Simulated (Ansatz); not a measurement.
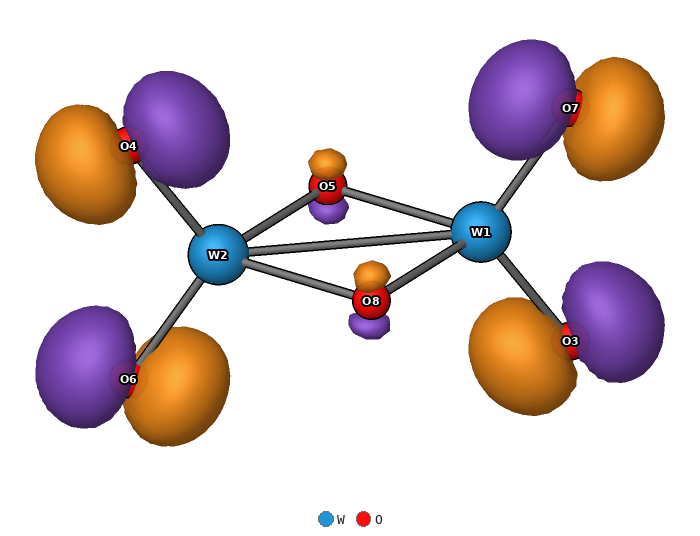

O6W2 (charge −1, doublet). The HOMO−1 (α) at ±0.15 Å⁻³ᐟ² (orange and purple are the two phases), seen at a tilt.

Geometry: PBE-D4/def2-SVPD; core potentials replace the inner electrons of W.

Computed with UKS PBE0-D4/def2-TZVPD (Ansatz 0.2.0).

```json
{"atom": "W", "x (Å)": "-1.2725", "y (Å)": "-0.5522", "z (Å)": "-0.4312"}
{"atom": "W", "x (Å)": "1.2725", "y (Å)": "0.5522", "z (Å)": "0.4312"}
{"atom": "O", "x (Å)": "-2.5811", "y (Å)": "0.3913", "z (Å)": "-1.1134"}
{"atom": "O", "x (Å)": "2.5811", "y (Å)": "-0.3913", "z (Å)": "1.1134"}
{"atom": "O", "x (Å)": "0.4964", "y (Å)": "-0.1924", "z (Å)": "-1.2183"}
{"atom": "O", "x (Å)": "1.6988", "y (Å)": "2.2484", "z (Å)": "0.3370"}
{"atom": "O", "x (Å)": "-1.6988", "y (Å)": "-2.2484", "z (Å)": "-0.3370"}
{"atom": "O", "x (Å)": "-0.4964", "y (Å)": "0.1924", "z (Å)": "1.2183"}
```

Question: Describe this orbital and give its energy.

Answer: Its weight (Hirshfeld) is mainly on O4 (about 20 %), O3 (about 20 %), O7 (about 20 %) and O6 (about 20 %); it is ungerade (odd under inversion); largely a combination of lone pairs on O4, O3, O7 and O6. Its energy is −4.82 eV.
